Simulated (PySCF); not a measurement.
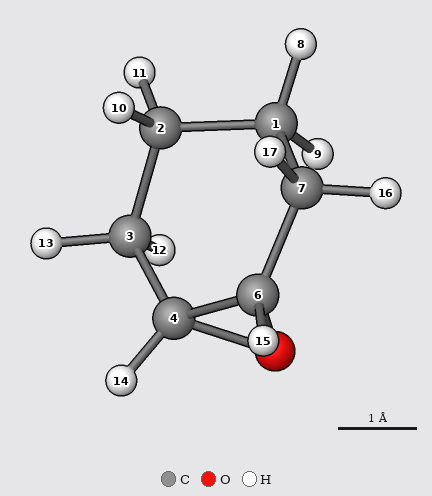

*The structure (ball-and-stick view, seen at a tilt; atoms are numbered from 1 in the order of the input).*

# Spin–spin coupling calculation of C6H10O

System: C6H10O.
Method: CAM-B3LYP/STO-3G indirect spin-spin coupling, non-relativistic, gas phase (PySCF 2.14.0).

The geometry comes from this level: GFN2-xTB. It belongs to a series of runs on one base structure; here: CAM-B3LYP/STO-3G; aux def2-qzvpp-jkfit; conv 1e-11. Figures and captions count atoms from 1; the log counts them from 0 in places.

What the program printed
```
final grid: 132176 points
cycle   1  E = -305.7357865941  dE =  1.495e+00  |g| = 4.964e-01  |ddm| = 5.199e+00
cycle   2  E = -305.7488026813  dE = -1.302e-02  |g| = 5.153e-01  |ddm| = 1.325e+00
cycle   3  E = -305.8242940464  dE = -7.549e-02  |g| = 2.116e-02  |ddm| = 6.299e-01
cycle   4  E = -305.8244641570  dE = -1.701e-04  |g| = 1.010e-02  |ddm| = 4.866e-02
cycle   5  E = -305.8244974365  dE = -3.328e-05  |g| = 1.039e-03  |ddm| = 1.563e-02
cycle   6  E = -305.8244978641  dE = -4.276e-07  |g| = 2.434e-04  |ddm| = 1.908e-03
cycle   7  E = -305.8244978929  dE = -2.875e-08  |g| = 6.436e-05  |ddm| = 5.879e-04
cycle   8  E = -305.8244978946  dE = -1.671e-09  |g| = 2.185e-05  |ddm| = 1.400e-04
cycle   9  E = -305.8244978947  dE = -1.601e-10  |g| = 3.001e-06  |ddm| = 3.401e-05
cycle  10  E = -305.8244978947  dE = -1.023e-12  |g| = 1.168e-06  |ddm| = 5.768e-06
converged SCF energy = -305.8244978947

Indirect spin-spin couplings (Hz)
  i      j    bonds     total        FC       PSO       DSO        SD
  0 C    1 C    1     26.380    26.792    -0.650     0.237         -
  0 C    2 C    2     -1.643    -1.647    -0.036     0.041         -
  0 C    3 C    3      1.636     1.611    -0.010     0.035         -
  0 C    4 O    3     -0.032    -0.026     0.007    -0.013         -
  0 C    5 C    2     -2.049    -2.087    -0.015     0.053         -
  0 C    6 C    1     26.122    26.488    -0.609     0.242         -
  0 C    7 H    1    108.468   107.673    -0.205     1.001         -
  0 C    8 H    1    107.743   106.881    -0.230     1.092         -
  0 C    9 H    2     -4.208    -4.140    -0.031    -0.037         -
  0 C   10 H    2     -3.777    -3.675    -0.017    -0.085         -
  0 C   11 H    3      0.959     0.925    -0.019     0.053         -
  0 C   12 H    3      4.106     4.427     0.079    -0.401         -
  0 C   13 H    4     -0.467    -0.154     0.080    -0.393         -
  0 C   14 H    3      2.866     3.198     0.082    -0.414         -
  0 C   15 H    2     -3.726    -3.646    -0.014    -0.065         -
  0 C   16 H    2     -4.307    -4.230    -0.023    -0.054         -
  1 C    2 C    1     25.950    26.296    -0.585     0.239         -
  1 C    3 C    2     -2.091    -2.127    -0.019     0.055         -
  1 C    4 O    3      0.076     0.061     0.001     0.014         -
  1 C    5 C    3      2.209     2.234    -0.065     0.040         -
  1 C    6 C    2     -1.590    -1.599    -0.031     0.040         -
  1 C    7 H    2     -3.817    -3.709    -0.017    -0.091         -
  1 C    8 H    2     -4.234    -4.179    -0.031    -0.024         -
  1 C    9 H    1    107.645   106.814    -0.222     1.053         -
  1 C   10 H    1    107.945   107.165    -0.210     0.990         -
  1 C   11 H    2     -4.455    -4.397    -0.022    -0.036         -
  1 C   12 H    2     -3.888    -3.798    -0.009    -0.080         -
  1 C   13 H    3      1.761     2.029     0.059    -0.327         -
  1 C   14 H    4     -0.249     0.016     0.049    -0.314         -
  1 C   15 H    3      3.220     3.537     0.085    -0.402         -
  1 C   16 H    3      0.694     0.653    -0.016     0.057         -
  2 C    3 C    1     31.201    31.622    -0.715     0.295         -
  2 C    4 O    2     -1.035    -0.976    -0.053    -0.006         -
  2 C    5 C    2     -1.141    -1.144    -0.006     0.009         -
  2 C    6 C    3      0.300     0.319    -0.024     0.004         -
  2 C    7 H    3      3.657     3.966     0.084    -0.393         -
  2 C    8 H    3      1.505     1.363    -0.041     0.182         -
  2 C    9 H    2     -4.255    -4.200    -0.023    -0.032         -
  2 C   10 H    2     -3.844    -3.778    -0.001    -0.065         -
  2 C   11 H    1    106.873   105.982    -0.186     1.077         -
  2 C   12 H    1    107.414   106.588    -0.187     1.013         -
  2 C   13 H    2      1.170     1.371    -0.085    -0.116         -
  2 C   14 H    3     -0.395    -0.037     0.069    -0.427         -
  2 C   15 H    4     -0.736    -0.460     0.064    -0.340         -
  2 C   16 H    4     -0.236    -0.087     0.025    -0.175         -
  3 C    4 O    1     16.251    15.484     0.943    -0.176         -
  3 C    5 C    1     21.279    21.411    -0.451     0.319         -
  3 C    6 C    2     -1.128    -1.124    -0.013     0.010         -
  3 C    7 H    4     -0.512    -0.235     0.085    -0.362         -
  3 C    9 H    3      0.643     0.551    -0.013     0.105         -
  3 C   10 H    3      4.186     4.432     0.100    -0.346         -
  3 C   11 H    2     -6.115    -6.203    -0.016     0.104         -
  3 C   12 H    2     -3.318    -3.354    -0.041     0.077         -
  3 C   13 H    1    132.630   131.670    -0.395     1.355         -
  3 C   14 H    2     -2.752    -2.605     0.033    -0.179         -
  3 C   15 H    3      3.283     3.635     0.066    -0.418         -
  3 C   16 H    3      0.258     0.405     0.011    -0.158         -
  4 O    5 C    1     16.655    15.778     1.054    -0.177         -
  4 O    6 C    2     -0.870    -0.888     0.022    -0.004         -
  4 O   11 H    3      0.548     0.664    -0.021    -0.095         -
  4 O   12 H    3     -0.130    -0.313    -0.038     0.222         -
  4 O   13 H    2     -3.048    -2.734    -0.418     0.105         -
  4 O   14 H    2     -2.975    -2.700    -0.384     0.109         -
  4 O   15 H    3      0.346     0.408    -0.078     0.016         -
  4 O   16 H    3      0.318     0.067     0.003     0.248         -
  5 C    6 C    1     30.877    31.437    -0.856     0.296         -
  5 C    7 H    3      3.897     4.150     0.103    -0.356         -
  5 C    8 H    3      0.804     0.753    -0.006     0.057         -
  5 C   10 H    4     -0.426    -0.146     0.072    -0.351         -
  5 C   11 H    3      2.195     2.442     0.048    -0.294         -
  5 C   12 H    3      0.086     0.374     0.048    -0.336         -
  5 C   13 H    2     -2.719    -2.576     0.031    -0.174         -
  5 C   14 H    1    131.602   130.623    -0.382     1.360         -
  5 C   15 H    2     -5.215    -5.261    -0.031     0.077         -
  5 C   16 H    2     -3.935    -4.030    -0.024     0.119         -
  6 C    7 H    2     -3.814    -3.748    -0.003    -0.063         -
  6 C    8 H    2     -4.126    -4.094    -0.024    -0.007         -
  6 C    9 H    3      1.549     1.407    -0.030     0.172         -
  6 C   10 H    3      3.768     4.077     0.084    -0.393         -
  6 C   11 H    4     -0.365    -0.190     0.035    -0.210         -
  6 C   12 H    4     -0.464    -0.202     0.055    -0.317         -
  6 C   13 H    3     -0.346     0.019     0.059    -0.424         -
  6 C   14 H    2      1.281     1.463    -0.078    -0.105         -
  6 C   15 H    1    107.937   107.068    -0.166     1.035         -
  6 C   16 H    1    106.989   106.115    -0.179     1.053         -
  7 H    8 H    2    -13.509   -12.040     0.404    -1.873         -
  7 H    9 H    3      0.872     1.317     0.025    -0.471         -
  7 H   10 H    3      2.918     3.068    -0.079    -0.071         -
  7 H   11 H    4     -1.450    -0.423     0.273    -1.300         -
  7 H   12 H    4     -0.291     1.029     0.394    -1.715         -
  7 H   13 H    5     -1.365     0.022     0.391    -1.778         -
  7 H   14 H    4     -0.425     0.884     0.391    -1.701         -
  7 H   15 H    3      1.118     1.508     0.025    -0.414         -
  7 H   16 H    3      3.083     3.194    -0.076    -0.036         -
  8 H    9 H    3      9.311    11.380     0.533    -2.602         -
  8 H   10 H    3      0.918     1.327     0.015    -0.424         -
  8 H   11 H    4      1.055    -0.167    -0.436     1.659         -
  8 H   12 H    4     -1.664    -0.444     0.336    -1.557         -
  8 H   13 H    5     -1.249     0.034     0.334    -1.617         -
  8 H   14 H    4     -1.795    -0.427     0.354    -1.722         -
  8 H   15 H    3      2.761     2.754    -0.116     0.124         -
  8 H   16 H    3      8.952    11.007     0.526    -2.580         -
  9 H   10 H    2    -13.536   -12.030     0.419    -1.924         -
  9 H   11 H    3      8.946    10.974     0.530    -2.558         -
  9 H   12 H    3      3.288     3.308    -0.111     0.092         -
  9 H   13 H    4     -0.822    -0.256     0.113    -0.678         -
  9 H   14 H    5     -0.400     0.132     0.114    -0.646         -
  9 H   15 H    4     -1.611    -0.427     0.343    -1.527         -
  9 H   16 H    4      1.033    -0.174    -0.426     1.633         -
 10 H   11 H    3      3.627     3.618    -0.108     0.118         -
 10 H   12 H    3      0.738     1.207     0.047    -0.517         -
 10 H   13 H    4     -0.510     0.787     0.383    -1.680         -
 10 H   14 H    5     -1.321     0.039     0.380    -1.740         -
 10 H   15 H    4     -0.629     0.684     0.396    -1.709         -
 10 H   16 H    4     -1.474    -0.430     0.277    -1.322         -
 11 H   12 H    2    -14.418   -12.981     0.445    -1.882         -
 11 H   13 H    3      0.103     1.265     0.285    -1.446         -
 11 H   14 H    4     -1.311     0.287     0.415    -2.012         -
 11 H   15 H    5     -0.535     0.387     0.232    -1.154         -
 11 H   16 H    5     -1.170     0.043     0.354    -1.568         -
 12 H   13 H    3      3.988     3.663    -0.198     0.523         -
 12 H   14 H    4     -1.373    -0.207     0.279    -1.445         -
 12 H   15 H    5     -1.067     0.275     0.379    -1.721         -
 12 H   16 H    5     -0.700     0.079     0.196    -0.975         -
 13 H   14 H    3      0.656     0.778    -0.115    -0.007         -
 13 H   15 H    4     -1.388     0.137     0.396    -1.922         -
 13 H   16 H    4     -1.035    -0.064     0.205    -1.176         -
 14 H   15 H    3      0.313     0.735     0.064    -0.486         -
 14 H   16 H    3      1.271     1.276    -0.076     0.070         -
 15 H   16 H    2    -14.046   -12.594     0.460    -1.912         -
```

This output came from the following input.

Input file
```
{"job": {"kind": "j", "xc": "CAM-B3LYP", "basis": "STO-3G", "scf": {"aux": "def2-qzvpp-jkfit", "conv": 1e-11}}, "charge": 0, "multiplicity": 1}
C     -0.756793    -1.133825    -0.218985
C      0.645225    -1.176408     0.380923
C      1.503268    -0.058940    -0.212596
C      0.787576     1.277571    -0.180800
O     -0.096623     1.564500    -1.232405
C     -0.660904     1.361176     0.031600
C     -1.490066     0.117826     0.258275
H     -1.323767    -2.019822     0.071490
H     -0.682948    -1.116212    -1.307726
H      0.578347    -1.051955     1.464533
H      1.116304    -2.140073     0.179906
H      1.735731    -0.294068    -1.253800
H      2.444247     0.024866     0.332876
H      1.395286     2.127806     0.123003
H     -1.061267     2.264182     0.491772
H     -2.442275     0.221715    -0.266619
H     -1.698340     0.043690     1.328644
```

The first line tells a small driver script what to run in PySCF; the rest is the geometry in Å.

Launched with:
```bash
OMP_NUM_THREADS=1 python <driver script> task.json out
```

Key numbers

```tsv
quantity	value
outcome	converged
total energy	−305.824498 hartree
HOMO	−5.78 eV
LUMO	8.27 eV
dipole moment	1.34 D
hardware	1 CPU thread, shared host
wall time	6 s
peak memory	0.49 GiB
```

Remarks

Settings chosen away from the usual ones: CAM-B3LYP/STO-3G; aux def2-qzvpp-jkfit; conv 1e-11.
